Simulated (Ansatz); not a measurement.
# Pressure series in hypothetical diamond Os

The parent structure is Os in the diamond structure (space group Fd-3m, No. 227; a = 5.5557 Å; a hypothetical phase, not in the database extracts checked).

Cell and atoms are relaxed at each pressure.

Calculations: Ansatz (an electronic-structure program) PBE, no spin-orbit coupling.

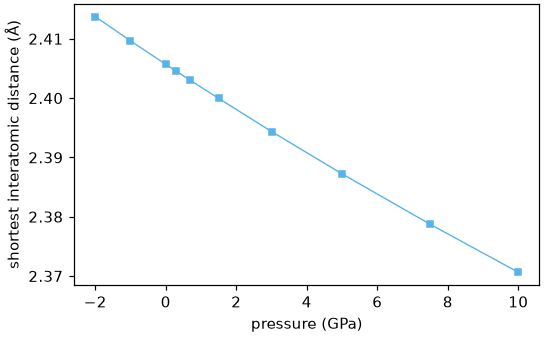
Figure. Shortest interatomic distance against pressure

Task: From the plot, what is the shortest interatomic distance for pressure −1 GPa?

Result: About 2.410 Å.

Task: Is the trend monotonic over the range shown?

Result: Yes, it falls throughout, spanning 2.371 Å to 2.414 Å.

Load acts through the strain it causes; cell and atoms are relaxed under it. Whether these cells are dynamically stable was not tested. No other phases were tried under pressure. All final runs are without spin polarisation.
